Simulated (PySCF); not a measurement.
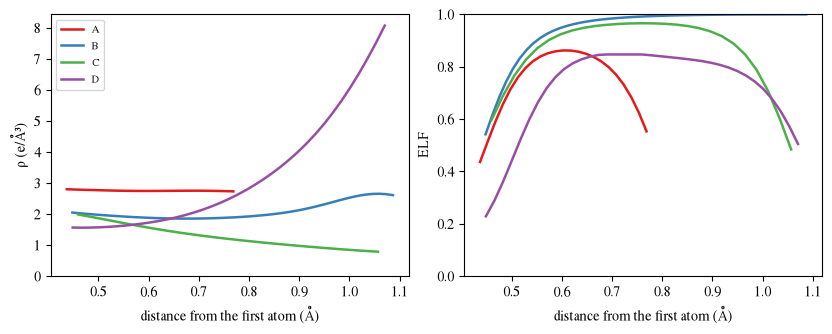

Figure. C₆H₉FSi. Total electron density and ELF along straight lines between neighbouring atoms. The curves leave out the atomic cores.

Geometry: GFN2-xTB.

The calculation used PySCF 2.14.0, B3LYP/def2-SVPD, SCF density, gas phase.

Input file:

```
{"job": {"kind": "uv", "xc": "B3LYP", "basis": "def2-SVPD", "nstates": 8, "ntriplets": 3}, "charge": 0, "multiplicity": 1}
C      3.797692     0.541117     0.015017
C      2.443419     0.043196    -0.019060
C      1.311711    -0.372624    -0.047112
Si    -0.416595    -0.996844    -0.089159
C     -1.646401    -0.187429     1.136420
C     -2.574663     0.178420    -0.027468
F     -3.043427     1.475609     0.046317
C     -1.638636    -0.049910    -1.219833
H      4.005840     0.985057     0.988115
H      4.498271    -0.274817    -0.160307
H      3.934293     1.298740    -0.756093
H     -0.478664    -2.457813    -0.174566
H     -2.120227    -0.783361     1.911956
H     -1.257868     0.716743     1.601116
H     -3.466006    -0.455826    -0.066885
H     -1.249193     0.902956    -1.572835
H     -2.106541    -0.551184    -2.062908
```

Command:

```sh
OMP_NUM_THREADS=1 python probes_run.py task.json out
```

Which curve belongs to which contact (C–C, C–F, C–H and C–Si)? The first atom named is at distance zero.

Answer. Curve A: C–C (1.21 Å): ρ is about 2.7 e/Å³ halfway; the ELF peaks at about 0.85 between the atoms (a multiple bond). Curve B: C–H (1.09 Å): ρ is about 1.9 e/Å³ halfway; the ELF climbs to about 1 towards the hydrogen, as it does in any bond to H; an ordinary covalent bond to hydrogen. Curve C: C–Si (1.84 Å): ρ is about 0.95 e/Å³ halfway; the ELF peaks at about 0.95 between the atoms: localised, covalent bonding. Curve D: C–F (1.38 Å): the density is about 2.1 e/Å³ at the midpoint, with its minimum of 1.6 e/Å³ about 0.5 Å from C; the ELF peaks at about 0.85 between the atoms: a shared but strongly polarised pair.
